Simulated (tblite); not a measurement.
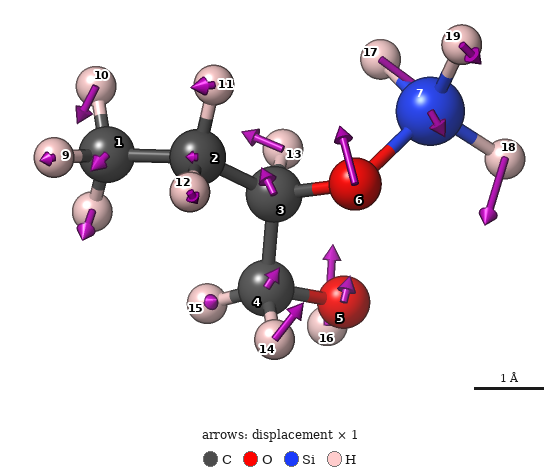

This is a relaxation of C4H12O2Si. The starting structure is drawn; purple arrows show the displacements, at their true length. The two geometries are superimposed by the best rigid fit.

The picture is a ball-and-stick view, seen from a free direction.

Level of theory: GFN2-xTB geometry optimisation, gas phase (tblite 0.8.0). 

**What happened in the run?**

An H atom moves most after the best rigid fit: 1.55 Å. By element the largest moves are H 1.55 Å, O 0.99 Å, C 0.49 Å, Si 0.46 Å. Some distances before and after: O–Si 1.707 → 1.625 Å, C–C 1.480 → 1.531 Å, C–H 1.127 → 1.092 Å, C–H 1.138 → 1.105 Å. Bond angles that change, for instance: C–O–Si 113.2° → 130.5°, O–Si–H 109.1° → 96.5°, C–C–H 117.5° → 110.2°. Groups turn about C–O by about 80°, C–O by about 70°, O–Si by about 40°. After 151 geometry steps the energy has fallen by 1.066 eV. The run took 1.7 s on 1 thread of Arm Neoverse N1, with other jobs on the host.
